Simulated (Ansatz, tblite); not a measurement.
**[Cu(NH3)3]+ (CuN3H9+): spin-state energies by level**

Aim: set other spin states of [Cu(NH3)3]+ (CuN3H9+) against its singlet, on many levels of theory.

Method: as each input shows; program: Ansatz 0.2.0, Gaussian basis.

The runs, in order: triplet, at the geometry of the singlet (GFN1-xTB, GFN2-xTB, PBE0-D4/def2-TZVP, PBE-D4/def2-TZVP, r2SCAN-D4/def2-TZVP); the singlet's energies come from earlier runs.

## 1. The geometry

The singlet was relaxed beforehand with PBE-D4/def2-SVP.

13 atoms, charge 1, spin multiplicity 1.

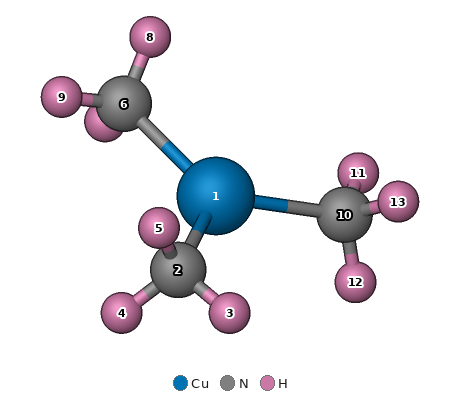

The structure; copper blue, nitrogen grey, hydrogen pink; atoms are numbered from 1 in the order of the file.

Coordinates:

```csv
atom,x (Å),y (Å),z (Å)
Cu1,-0.0044,-0.0026,-0.0029
N2,2.0369,-0.0081,-0.0131
H3,2.4654,-0.9451,-0.0496
H4,2.4431,0.4416,0.8219
H5,2.4377,0.5031,-0.8145
N6,-1.0085,1.7736,-0.0027
H7,-1.5859,1.9070,0.8418
H8,-1.6649,1.8656,-0.7932
H9,-0.4072,2.6095,-0.0528
N10,-1.0289,-1.7658,0.0132
H11,-2.0550,-1.6683,-0.0092
H12,-0.8304,-2.3372,0.8490
H13,-0.7979,-2.3733,-0.7880
```

Formally the metal is d10. No spin-orbit coupling is included. The ion is computed in the gas phase, without counter-ions or solvent.

## 2. Triplet at the fixed geometry, GFN1-xTB

Tight binding, by tblite at 300 K electronic temperature and without a spin-polarisation term:

```python
tblite.interface.Calculator('GFN1-xTB', numbers, positions, charge=1, uhf=2).singlepoint()
```

Energy -501.1923 eV; 0.007 s.

## 3. Triplet at the fixed geometry, GFN2-xTB

Tight binding, by tblite at 300 K electronic temperature and without a spin-polarisation term:

```python
tblite.interface.Calculator('GFN2-xTB', numbers, positions, charge=1, uhf=2).singlepoint()
```

Energy -451.2651 eV; 0.006 s.

## 4. Triplet at the fixed geometry, PBE0-D4/def2-TZVP

in.yaml reads:

```yaml
crystal:
  periodic: [false, false, false]
  atoms:
    - {symbol: Cu, position_ang: [-0.004436, -0.002600, -0.002865]}
    - {symbol: N, position_ang: [2.036943, -0.008124, -0.013055]}
    - {symbol: H, position_ang: [2.465365, -0.945138, -0.049646]}
    - {symbol: H, position_ang: [2.443105, 0.441592, 0.821943]}
    - {symbol: H, position_ang: [2.437735, 0.503116, -0.814473]}
    - {symbol: N, position_ang: [-1.008531, 1.773599, -0.002717]}
    - {symbol: H, position_ang: [-1.585944, 1.907019, 0.841812]}
    - {symbol: H, position_ang: [-1.664920, 1.865633, -0.793245]}
    - {symbol: H, position_ang: [-0.407174, 2.609531, -0.052844]}
    - {symbol: N, position_ang: [-1.028854, -1.765784, 0.013236]}
    - {symbol: H, position_ang: [-2.054968, -1.668316, -0.009173]}
    - {symbol: H, position_ang: [-0.830367, -2.337249, 0.848971]}
    - {symbol: H, position_ang: [-0.797943, -2.373299, -0.787953]}
basis:
  gaussian: {orbitals: def2-TZVP}
total_charge: 1
magnetization: {spin_polarized: true, initial_magnetization: 2}
hamiltonian: {xc: pbe0, dispersion: d4}
scf: {omitted_lower_state_checks: [starts]}
output: {orbitals: {seedname: orbitals}}
```

On the command line:

```bash
> ansatz run in.yaml --threads 4 --pin off --events-out ev --progress --plain --max-ram 3916MiB
```

Log:

```text
Functional definition: PBE0
  name "PBE0"
  cite "Adamo & Barone, J. Chem. Phys. 110, 6158 (1999) doi:10.1063/1.478522"
  cite "Perdew, Burke & Ernzerhof, Phys. Rev. Lett. 77, 3865 (1996) doi:10.1103/PhysRevLett.77.3865"
  parent pbe
  parameter a = 0.25
  parameter kappa = 0.804
  parameter beta = 0.06672455060314922
  exchange = (1 - a)*pbe_x(kappa = kappa, mu = beta*pi^2/3) + a*exact_x
  correlation = pbe_c(beta = beta)
these checks for a lower state are left out or cut short: starts
1403 factors; their error is unknown
mean field evaluation 1: about -49212.2505 eV, gradient 9.9e1 eV
mean field evaluation 2: about -48219.2270 eV, gradient 4.1e2 eV
mean field evaluation 4: about -49229.0949 eV, gradient 6.0e1 eV
mean field evaluation 8: about -49240.3059 eV, gradient 2.7e0 eV
mean field evaluation 16: about -49240.3582 eV, gradient 9.4e-3 eV
mean field evaluation 32: about -49240.3583 eV, gradient 9.9e-5 eV
mean field -49240.35826051 eV, -1809.5497897601 hartree, gradient 7.5e-6 eV, S^2 2.001955; 0 other end points of the search recorded, 0 dependent functions left out
reference -49240.35831968 eV, -1809.5497919347 hartree; 30, 28 occupied and 162, 164 virtual orbitals, 1403 factors
Total energy: -49240.50896523 eV, -1809.5553280566 hartree
Checks for a lower state left out: starts
```

It took 16 s on 4 threads of Arm Neoverse V1, shared host; peak memory 0.93 GiB.

From the report: HOMO -6.58 eV, LUMO -9.29 eV (over both spins; with the spin held, an empty level of the minority spin lies below the top filled one); ⟨S²⟩ 2.002 (pure: 2.00).

## 5. Triplet at the fixed geometry, PBE-D4/def2-TZVP

start.molden holds the orbitals of an earlier run on this state, given as this run's starting guess.

in.yaml, as its differences from that of step 4:

```diff
@@ -17,6 +17,6 @@
 basis:
-  gaussian: {orbitals: def2-TZVP}
+  gaussian: {orbitals: def2-TZVP, initial_orbitals: start.molden}
 total_charge: 1
 magnetization: {spin_polarized: true, initial_magnetization: 2}
-hamiltonian: {xc: pbe0, dispersion: d4}
+hamiltonian: {xc: pbe, dispersion: d4}
 scf: {omitted_lower_state_checks: [starts]}
```

The command is unchanged.

Log:

```text
Functional definition: PBE
  name "PBE"
  cite "Perdew, Burke & Ernzerhof, Phys. Rev. Lett. 77, 3865 (1996) doi:10.1103/PhysRevLett.77.3865"
  parent pbe
  parameter kappa = 0.804
  parameter beta = 0.06672455060314922
  exchange = pbe_x(kappa = kappa, mu = beta*pi^2/3)
  correlation = pbe_c(beta = beta)
these checks for a lower state are left out or cut short: starts
1314 factors; their error is unknown
mean field evaluation 1: about -49239.7778 eV, gradient 7.8e0 eV
mean field evaluation 2: about -49240.0890 eV, gradient 9.7e-1 eV
mean field evaluation 4: about -49240.0382 eV, gradient 3.3e-1 eV
mean field evaluation 8: about -49240.0389 eV, gradient 3.0e-2 eV
mean field evaluation 16: about -49240.0389 eV, gradient 1.3e-4 eV
mean field -49240.03886761 eV, -1809.5380522877 hartree, gradient 5.0e-6 eV, S^2 2.000746; 0 other end points of the search recorded, 0 dependent functions left out
reference -49240.03894470 eV, -1809.5380551206 hartree; 30, 28 occupied and 162, 164 virtual orbitals, 1314 factors
Total energy: -49240.21557933 eV, -1809.5445463234 hartree
Checks for a lower state left out: starts
```

Wall time 8 s (4 threads of Arm Neoverse V1, shared host).

HOMO -6.12 eV, LUMO -11.30 eV (over both spins; with the spin held, an empty level of the minority spin lies below the top filled one); ⟨S²⟩ 2.001 (pure: 2.00).

## 6. Triplet at the fixed geometry, r2SCAN-D4/def2-TZVP

in.yaml, as its differences from that of step 5:

```diff
@@ -20,3 +20,3 @@
 magnetization: {spin_polarized: true, initial_magnetization: 2}
-hamiltonian: {xc: pbe, dispersion: d4}
+hamiltonian: {xc: r2scan, dispersion: d4}
 scf: {omitted_lower_state_checks: [starts]}
```

Launched as before.

Log (excerpt; [...] marks lines left out):

```text
Functional definition: r2SCAN
  name "r2SCAN"
  cite "Furness, Kaplan, Ning, Perdew & Sun, J. Phys. Chem. Lett. 11, 8208 (2020) doi:10.1021/acs.jpclett.0c02405"
  cite "Furness, Kaplan, Ning, Perdew & Sun, J. Phys. Chem. Lett. 11, 9248 (2020) doi:10.1021/acs.jpclett.0c03077"
  parent r2scan
[...]
1314 factors; their error is unknown
[...]
mean field -49249.39291954 eV, -1809.8818073555 hartree, gradient 8.5e-6 eV, S^2 2.002148; 0 other end points of the search recorded, 0 dependent functions left out
reference -49249.39295048 eV, -1809.8818084924 hartree; 30, 28 occupied and 162, 164 virtual orbitals, 1314 factors
Total energy: -49249.43989386 eV, -1809.8835336299 hartree
Checks for a lower state left out: starts
```

Wall time 19 s (4 threads of Arm Neoverse V1, shared host); peak memory 0.58 GiB.

Report: HOMO -6.11 eV, LUMO -10.95 eV (over both spins; with the spin held, an empty level of the minority spin lies below the top filled one); ⟨S²⟩ 2.002 (pure: 2.00).

## 7. Triplet less singlet, vertical

The singlet's energies are those of its earlier runs, whose logs aren't repeated here.

```csv
level,"triplet less singlet, vertical (eV)",time
GFN1-xTB,+6.135,0.013 s
GFN2-xTB,+8.044,0.01 s
PBE-D4/def2-TZVP,+4.358,9.7 s
r2SCAN-D4/def2-TZVP,+4.376,22 s
PBE0-D4/def2-TZVP,+4.350,20 s
```

Times add the two runs; a level without a time comes out of a correlated run. Tight binding without a spin term can't rank spin states.

## 8. Summary of results

```
                                                quantity                                      value
triplet less singlet, vertical, functionals in def2-TZVP  +4.350 (PBE0-D4) to +4.376 eV (r2SCAN-D4)
```

What this shows: All functionals put the triplet above the singlet, over a spread of 0.026 eV. The checks for a lower triplet were left out, so another state of that spin may lie lower. The singlet here is a closed shell; an open-shell singlet can lie lower. These are electronic energies, without zero-point motion, entropy or surroundings.
